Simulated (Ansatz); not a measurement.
# FH$_{6}$N$_{3}$Si (SMILES N[Si](N)(N)F): what the fields show

```
atom    x (Å)    y (Å)    z (Å)
   N  -1.4798  -0.6609  -0.0040
  Si  -0.0842   0.3076  -0.0105
   N   0.8071   0.0587   1.4131
   N   0.8666  -0.0300  -1.3766
   F  -0.5285   1.8514  -0.0742
   H  -2.3243  -0.4025   0.4762
   H  -1.6397  -1.3214  -0.7437
   H   0.4988  -0.6112   2.0951
   H   1.4418   0.7395   1.7922
   H   0.7040   0.3875  -2.2764
   H   1.8036  -0.3758  -1.2704
```

Geometry: PBE0-D4/def2-TZVP.

These are results of Ansatz, RKS PBE0-D4/def2-TZVPP, not measurements.

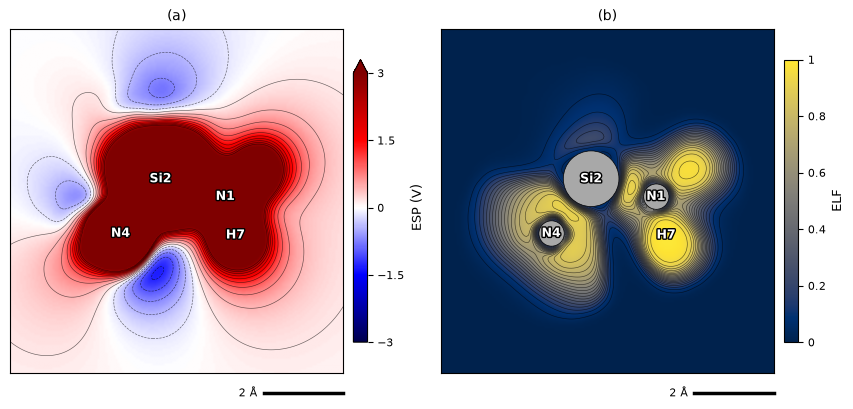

Figure 1. (a) molecular electrostatic potential; (b) electron localisation function on the plane of atoms Si2, N1 and H7. Grey discs cover the atomic cores in the ELF map.

What does the map show?

The section cuts through N, Si and H sites. Si–N (1.70 Å): the ELF peaks at about 0.90 between the atoms, as expected for a shared but strongly polarised pair. N–H (1.00 Å): the ELF climbs to about 1 towards the hydrogen, as it does in any bond to H: a covalent bond by its length. The ELF also peaks beside N4, away from the bonds: lone-pair regions. Outside the dense part of the molecule the potential is most negative (−1.3 V) near N1 and N4.

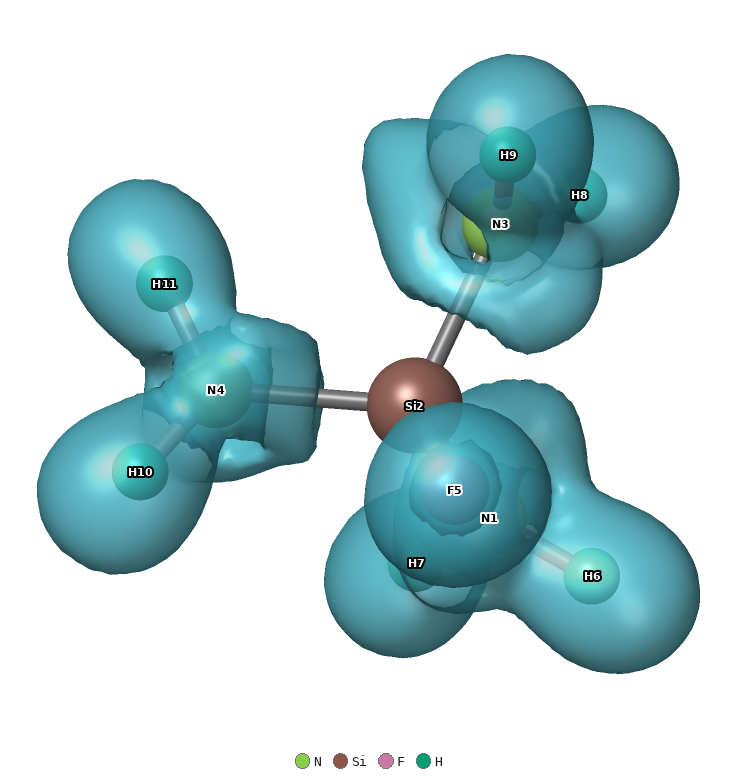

Figure 2. Isosurface of the electron localisation function at 0.75 (cyan), seen at a tilt. Core shells and regions of very low density are left out.

Describe the localisation domains.

The ELF exceeds this value in one region wrapped around F (its lone pairs, merged into a ring or cap) and three joined regions spread over several atoms (H, N), in which their bonds and any lone pairs are merged.


Si–F (1.61 Å): the ELF peaks at about 0.85 in the valence shell of F, 0.6 Å from its nucleus, and is about 0.60 at the midpoint.

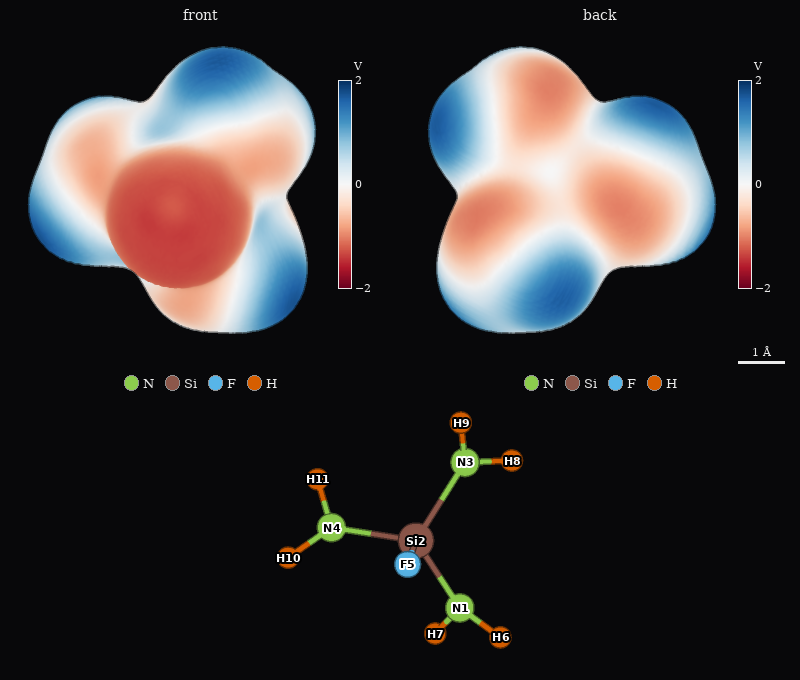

Figure 3. The electrostatic potential painted on the density surface at 0.002 e/bohr³, seen from the front and from behind; the colour scale runs from red (negative) to blue (positive). The bare structure is drawn below in the same view.

Describe the electrostatic potential map.

The most negative region (about −1.4 V) lies over F5, the most positive (about +1.7 V) over the H atoms.
